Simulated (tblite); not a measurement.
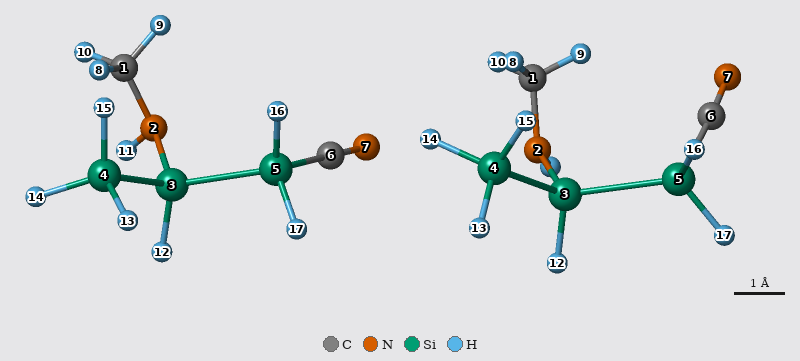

Two geometries of C₂H₁₀N₂Si₃, drawn at one scale. One is the start of a relaxation, the other its converged end. A ball-and-stick model, seen from a free direction.

These are results of tblite, GFN2-xTB geometry optimisation, gas phase, not measurements. 

> Which one is relaxed?

The right one is the relaxed one. The atom that moves furthest after the best rigid fit is N7 (1.63 Å). By element the largest moves are N 1.63 Å, H 1.18 Å, C 0.89 Å, Si 0.34 Å. Some distances before and after: Si3–Si4 2.209 → 2.321 Å, Si3–Si5 2.244 → 2.346 Å, N2–Si3 1.793 → 1.729 Å, Si5–C6 1.825 → 1.869 Å. Among the angles between lasting bonds that change: Si3–Si5–H17 108.4° → 118.8°, C1–N2–Si3 113.2° → 122.7°, C6–Si5–H16 110.4° → 102.5°. Groups turn about Si3–Si4 by about 45°, Si3–Si5 by about 40°. After 238 geometry steps the energy has fallen by 16.2 kcal/mol.
